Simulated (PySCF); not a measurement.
**TaFOH: structure of the quartet**

Aim: relax TaFOH as a quartet from a linear start, check by its vibrations whether the end is a minimum, and collect its spectrum and constants.

Computed with PySCF 2.14.0. Level: PBE0, basis Ta def2-TZVP with ECP60, F def2-TZVP, O def2-TZVP, H def2-TZVP, scalar-relativistic core potentials, no spin–orbit coupling, density fitting.

### 1 Starting geometry

4 atoms, charge 0, spin multiplicity 4.

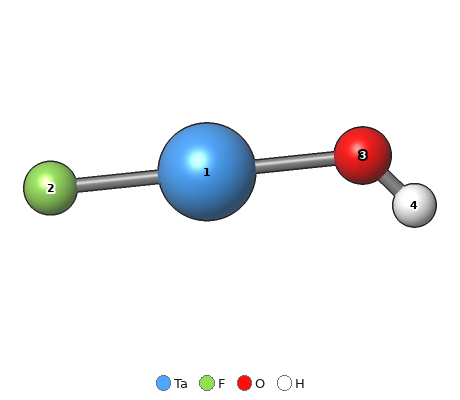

The starting geometry (tantalum blue, fluorine green, oxygen red, hydrogen white); atoms are numbered from 1 in the order of the file.

```xyz
4
charge 0 multiplicity 4
Ta    0.0000    0.0000    0.0000
F     0.0000    0.0000    2.1000
O     0.0000    0.0000   -2.0900
H     0.7354    0.0000   -2.7071
```

### 2 First SCF at the start

One driver script runs all steps and calls PySCF; scf.py shows how it sets up the SCF of each step. The optimiser is the driver's own. After this first run the driver tries any further starts and a stability analysis.

scf.py

```python
from pyscf import gto, scf, dft
mol = gto.M(atom='''
Ta     0.000000     0.000000     0.000000
F      0.000000     0.000000     2.100000
O      0.000000     0.000000    -2.090000
H      0.735400     0.000000    -2.707100''',
    basis={'Ta': 'def2-TZVP', 'F': 'def2-TZVP', 'O': 'def2-TZVP', 'H': 'def2-TZVP'},
    ecp={'Ta': 'def2-TZVP'},
    charge=0, spin=3)
mf = dft.UKS(mol, xc='PBE0')
mf.grids.atom_grid = (50, 194)
aux = {'Ta': 'def2-universal-JKFIT', 'F': 'def2-universal-JKFIT', 'O': 'def2-universal-JKFIT', 'H': 'def2-universal-JKFIT'}
mf = mf.density_fit(auxbasis=aux)
mf.conv_tol = 1e-08
mf.diis_space = 10
mf.max_cycle = 60
mf.init_guess = 'minao'
mf.verbose = 4
mf.kernel()
```

Command:

```sh
$ OMP_NUM_THREADS=4 python axn.py task.json out
```

Further steps of the session: Linear start, quartet: relaxation; Hessian and properties.

What does the calculation give? Wanted: minimum; geometry; wavenumbers; dipole moment; highest occupied, lowest empty level; polar-tensor charge of Ta1; zero-point energy; atomisation energy; ⟨S²⟩.

As calculated:

| quantity | value |
| --- | --- |
| minimum | quartet, C∞v |
| geometry | O–H 0.952 Å, Ta–F 1.891 Å, Ta–O 1.880 Å; F–Ta–O 180.0°, H–O–Ta 180.0° |
| wavenumbers (cm⁻¹) | 56 (π), 453 (π), 645 (σ+), 735 (σ+), 4007 (σ+) |
| dipole moment | 2.81 D |
| highest occupied, lowest empty level (either spin) | -5.33, -2.15 eV |
| polar-tensor charge of Ta1 | +1.02 e |
| zero-point energy | 38.3 kJ/mol |
| entropy at 298.15 K | 305.1 J/(mol K) |
| atomisation energy (no zero-point energy) | 1582 kJ/mol |
| ⟨S²⟩ | 3.759 |

In words: From Cs at the start the molecule goes to a C∞v minimum. The strongest infrared band lies at 4007 cm⁻¹ (σ+). Most of the spin sits on Ta1 (Mulliken spin 3.13, against 3 for the whole molecule). Only this shape and spin were tried, so other structures or states may lie lower. One determinant may miss the lowest occupation of an open d or f shell. With an element this heavy the missing spin–orbit coupling can shift these numbers.
